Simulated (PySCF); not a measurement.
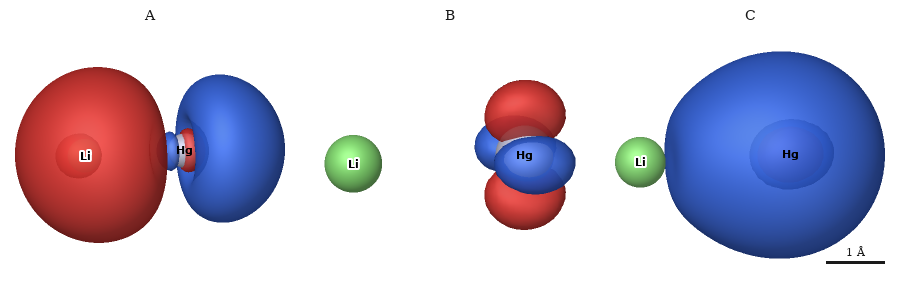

*LiHg (charge +1). Three frontier orbitals, each drawn at the value that holds 80 % of its norm (red and blue are the two phases), in no order; of a degenerate pair one member is drawn.*

Core potentials replace the inner electrons of Hg.

Computed with PBE0/cc-pVDZ(-PP), non-relativistic Hamiltonian with scalar-relativistic core potentials where named, at a bond length of 2.712 Å in PySCF.

Label each orbital by symmetry, say whether it is occupied, and order them by energy.

Answer. Orbital B: δ, occupied, −17.14 eV; almost wholly on Hg.
Orbital C: σ, occupied, −13.04 eV; mainly on Hg (90 %).
Orbital A: σ, empty, −6.47 eV; shared between the atoms (Li 45 %, Hg 55 %).
